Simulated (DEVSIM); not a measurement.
Structure: illuminated Si n-on-p cell, one wavelength, at 250 K.

```
layer (left to right)  material  thickness (μm)  Nd (cm⁻³)  Na (cm⁻³)  τn (s)  τp (s)  absorption coefficient (cm⁻¹)
---------------------  --------  --------------  ---------  ---------  ------  ------  -----------------------------
1                            Si           0.230     1.2e18          -  5.8e-8  1.1e-7                           6300
2                            Si            77.0          -     2.1e17  8.2e-7  8.2e-7                           6300
```

Left contact: ohmic, minority hole recombination velocity 10000 cm/s. Right contact: ohmic, minority electron recombination velocity 20000 cm/s. Voltage is applied to the left contact. Recombination: SRH at mid-gap, radiative, Auger. Light enters at the left, 8.5e16 photons cm⁻² s⁻¹, one pass, no reflection. Mobility is constant in doping.

This is a model device: material constants are rounded textbook-type values typed into the input, and sizes, dopings and lifetimes were drawn at random. Values at 300 K; Nc and Nv go as T^1.5, mobilities as T to minus their exponent, the gap by Varshni's rule with the affinity fixed.

```csv
parameter,Si
gap (eV),1.124
affinity (eV),4.05
permittivity,11.7
Nc (cm⁻³),2.86e19
Nv (cm⁻³),3.1e19
μn (cm²/Vs),1417
μp (cm²/Vs),470
T exponent of μn,2.3
T exponent of μp,2.2
B (cm³/s),4.7e-15
Cn (cm⁶/s),2.8e-31
Cp (cm⁶/s),9.9e-32
Varshni α (eV/K),0.000473
Varshni β (K),636
```

Simulated with DEVSIM: 1D drift-diffusion, Boltzmann statistics, complete ionisation; no tunnelling, impact ionisation, image-force lowering or self-heating.

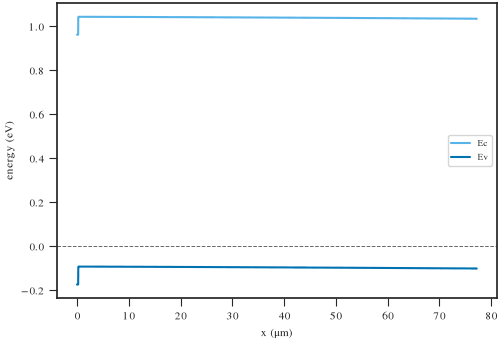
Fig. 1. Band edges at -0.9 V on the left contact, in the dark

Energies count from the Fermi level of the right contact; mesh points crowd at the junctions.

| x (μm) | Ec (eV) | Ev (eV) | n (cm⁻³) | p (cm⁻³) | field (V/cm) |
|---|---|---|---|---|---|
| 0.000 | 0.962 | -0.174 | 1.2e18 | 5.4e15 | -240 |
| 0.02760 | 0.962 | -0.174 | 1.2e18 | 5.4e15 | ≈ 0 |
| 0.08002 | 0.962 | -0.174 | 1.2e18 | 5.4e15 | ≈ 0 |
| 0.1583 | 0.962 | -0.174 | 1.2e18 | 5.4e15 | ≈ 0 |
| 0.2176 | 0.963 | -0.173 | 1.2e18 | 5.7e15 | 2800 |
| 0.2407 | 1.029 | -0.107 | 5.4e16 | 1.2e17 | 19000 |
| 0.2844 | 1.044 | -0.092 | 2.8e16 | 2.4e17 | 54 |
| 0.4324 | 1.044 | -0.092 | 2.7e16 | 2.4e17 | ≈ 0 |
| 0.7180 | 1.044 | -0.092 | 2.7e16 | 2.4e17 | ≈ 0 |
| 1.364 | 1.044 | -0.092 | 2.7e16 | 2.4e17 | ≈ 0 |
| 2.824 | 1.044 | -0.093 | 2.6e16 | 2.4e17 | ≈ 0 |
| 8.083 | 1.043 | -0.093 | 2.4e16 | 2.3e17 | ≈ 0 |
| 18.02 | 1.042 | -0.094 | 2.1e16 | 2.3e17 | ≈ 0 |
| 40.27 | 1.040 | -0.096 | 1.4e16 | 2.2e17 | ≈ 0 |
| 64.96 | 1.037 | -0.099 | 8.2e15 | 2.2e17 | ≈ 0 |
| 71.82 | 1.036 | -0.100 | 6.7e15 | 2.2e17 | ≈ 0 |
| 74.85 | 1.035 | -0.101 | 6.1e15 | 2.2e17 | ≈ 0 |
| 76.19 | 1.035 | -0.101 | 5.8e15 | 2.2e17 | ≈ 0 |
| 76.89 | 1.035 | -0.101 | 5.7e15 | 2.2e17 | ≈ 0 |
| 77.09 | 1.035 | -0.101 | 5.6e15 | 2.2e17 | ≈ 0 |
| 77.18 | 1.035 | -0.101 | 5.6e15 | 2.2e17 | ≈ 0 |
| 77.23 | 1.034 | -0.102 | 5.8e15 | 2.1e17 | -670 |
